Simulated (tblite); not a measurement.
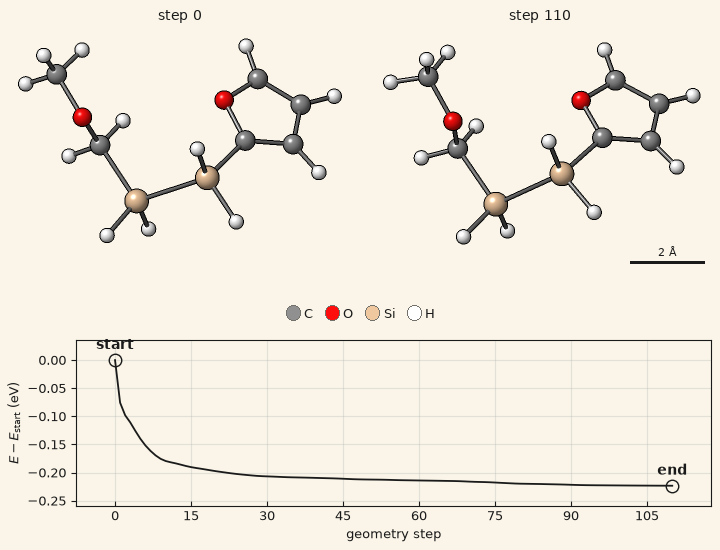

First and last geometry of a relaxation of C₆H₁₂O₂Si₂, with the history of the run. Style: ball-and-stick. Shown at a tilt.

These are results of GFN2-xTB geometry optimisation, gas phase in tblite 0.8.0, not measurements. 

Q: Read the history and describe the run.

A: It converged. The atom that moves furthest after the best rigid fit is an H atom (0.67 Å). Largest moves by element: H 0.67 Å, C 0.34 Å, O 0.34 Å, Si 0.18 Å. Among the contacts that change: C–Si 1.867 → 1.909 Å, H–Si 1.510 → 1.474 Å, Si–Si 2.292 → 2.318 Å, C–O 1.423 → 1.401 Å. Among the angles between lasting bonds that change: O–C–Si 115.8° → 103.6°, Si–Si–H 110.5° → 116.4°, Si–C–H 108.5° → 113.7°. The energy falls by 0.223 eV in 110 geometry steps. The run took 2 s on 1 thread of Arm Neoverse N1, with other jobs on the host.
